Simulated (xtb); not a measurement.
**Run report: CH7SSi2, energy and gradient calculation**

- system: CH7SSi2, multiplicity 2
- method: GFN-FF (xtb 6.7.1)

The geometry was optimised with GFN2-xTB.

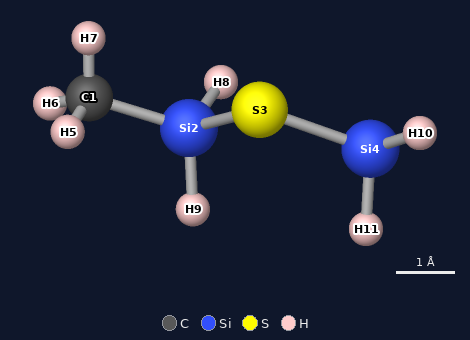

The input geometry (ball-and-stick view, seen at a tilt; atoms are numbered from 1 in the order of the input). Bond lengths as drawn: C–H 1.09 Å, C–Si 1.89 Å, H–Si 1.45 to 1.46 Å and S–Si 2.15 Å.

**Input (start.xyz)**
```
11

C     -0.80940     1.97390     0.45405
Si    -0.65147     0.20053    -0.17368
S      1.42862    -0.32359     0.02475
Si     1.50144    -2.35823    -0.65664
H     -0.52240     2.04831     1.49964
H     -1.83154     2.32741     0.36073
H     -0.16810     2.64615    -0.10921
H     -0.99946     0.06098    -1.58557
H     -1.42470    -0.74277     0.63199
H      2.90792    -2.70790    -0.60009
H      0.63449    -3.18170     0.17453
```

Launch command:
```bash
xtb start.xyz -c 0 -u 1 --grad --gff | tee start.out
```

**The program's output**
```
* xtb version 6.7.1
   ID    Z sym.   atoms
    1    6 C      1
    2   14 Si     2, 4
    3   16 S      3
    4    1 H      5-11

           -------------------------------------------------
          |                Calculation Setup                |
           -------------------------------------------------

          program call               : xtb start.xyz -c 0 -u 1 --grad --gff
          coordinate file            : start.xyz
          omp threads                :                     1

          ==================== Thresholds ====================
          CN  :   150.00000
          rep :   500.00000
          disp:  2500.00000
          HB1 :   250.00000
          HB2 :   450.00000

          Pauling EN used:
          Z : 1  EN :  2.20
          Z : 6  EN :  2.55
          Z :14  EN :  1.90
          Z :16  EN :  2.58
          electric field strengths (au): 0.000

           -------------------------------------------------
          |           Force Field Initialization            |
           -------------------------------------------------

          distances ...
          ----------------------------------------
          generating topology and atomic info file ...
          pair mat ...
          computing topology distances matrix with Floyd-Warshall algo ...
          making topology EEQ charges ...
          #fragments for EEQ constrain: 1
          ----------------------------------------
          generating topology and atomic info file ...
          pair mat ...
          computing topology distances matrix with Floyd-Warshall algo ...
          making topology EEQ charges ...
          #fragments for EEQ constrain: 1
          rings ...
          # BATM   46
          # H in HB   4

  atom   neighbors  erfCN metchar sp-hybrid imet pi  qest     coordinates
    1  C       4    3.48   0.00         3    0    0  -0.074   -1.529544    3.730130    0.858030
    2  Si      4    3.47   0.03         3    0    0   0.086   -1.231100    0.378947   -0.328208
    3  S       2    1.91   0.00         3    0    0  -0.150    2.699701   -0.611496    0.046771
    4  Si      3    2.76   0.05         3    0    0   0.058    2.837310   -4.456409   -1.240870
    5  H       1    0.97   0.00         0    0    0   0.027   -0.987193    3.870745    2.833909
    6  H       1    0.97   0.00         0    0    0   0.027   -3.461109    4.398167    0.681681
    7  H       1    0.97   0.00         0    0    0   0.027   -0.317663    5.000499   -0.206377
    8  H       1    0.96   0.01         0    0    0  -0.003   -1.888706    0.115235   -2.996293
    9  H       1    0.96   0.01         0    0    0  -0.003   -2.692293   -1.403632    1.194288
   10  H       1    0.96   0.01         0    0    0   0.003    5.495172   -5.117189   -1.134006
   11  H       1    0.96   0.01         0    0    0   0.003    1.199012   -6.012542    0.329814

          #atoms :   11
          #bonds :   10
          #angl  :   16
          #tors  :   15
          #nmol  :   1
          #optfrag :   1
           -------------------------------------------------
          |                   G F N - F F                   |
          |          A general generic force-field          |
          |                  Version 1.0.3                  |
           -------------------------------------------------
          Number of HB bonds (bound hydrogen)     48
          Number of HB bonds (unbound hydrogen)   0
          Number of XB bonds                      0

 E+G (total)                   0 d,  0 h,  0 min,  0.000 sec
 distance/D3 list               ...        0 min,  0.000 sec (  0.997%)
 non bonded repulsion           ...        0 min,  0.000 sec ( 16.325%)
 dCN                            ...        0 min,  0.000 sec (  4.375%)
 EEQ energy and q               ...        0 min,  0.000 sec ( 12.891%)
 D3                             ...        0 min,  0.000 sec ( 13.522%)
 EEQ gradient                   ...        0 min,  0.000 sec (  4.769%)
 bonds                          ...        0 min,  0.000 sec (  9.569%)
 bend and torsion               ...        0 min,  0.000 sec ( 12.029%)
 bonded ATM                     ...        0 min,  0.000 sec (  7.606%)
 HB/XB (incl list setup)        ...        0 min,  0.000 sec ( 11.515%)

         :::::::::::::::::::::::::::::::::::::::::::::::::::::
         ::                     SUMMARY                     ::
         :::::::::::::::::::::::::::::::::::::::::::::::::::::
         :: total energy              -1.137406384633 Eh    ::
         :: gradient norm              0.035614217447 Eh/a0 ::
         ::.................................................::
         :: bond energy               -1.207300080642 Eh    ::
         :: angle energy               0.033573177509 Eh    ::
         :: torsion energy             0.000003024900 Eh    ::
         :: repulsion energy           0.048835686190 Eh    ::
         :: electrostat energy        -0.006273064306 Eh    ::
         :: dispersion energy         -0.006245514575 Eh    ::
         :: HB energy                  0.000000000000 Eh    ::
         :: XB energy                  0.000000000000 Eh    ::
         :: bonded atm energy          0.000000386291 Eh    ::
         :: external energy            0.000000000000 Eh    ::
         :: add. restraining           0.000000000000 Eh    ::
         :: total charge               0.000000000000 e     ::
         :::::::::::::::::::::::::::::::::::::::::::::::::::::

           -------------------------------------------------
          |                Property Printout                |
           -------------------------------------------------

molecular dipole:
                 x           y           z       tot (Debye)
 q only:       -0.354      -0.070      -0.083       0.941

           -------------------------------------------------
          | TOTAL ENERGY               -1.137406384633 Eh   |
          | GRADIENT NORM               0.035614217447 Eh/α |
           -------------------------------------------------
########################################################################
[WARNING] Runtime exception occurred
-1- gfnff_setup: Could not read topology file.
########################################################################

------------------------------------------------------------------------
------------------------------------------------------------------------
 total:
 *  cpu-time:     0 d,  0 h,  0 min,  0.002 sec
 * ratio c/w:     0.999 speedup
 SCF:
 *  cpu-time:     0 d,  0 h,  0 min,  0.000 sec
 * ratio c/w:     1.001 speedup
```

**Standard error**
```
normal termination of xtb
```

**Key numbers**

```tsv
quantity	value
outcome	converged
total energy	−1.137406 hartree
dispersion energy	−0.006246 hartree
largest force	1.468 eV/Å
dipole moment	0.94 D
hardware	1 thread of Intel Xeon @ 2.90GHz (Ice Lake), 16 GiB of memory available, shared host
peak memory	0.071 GiB
```
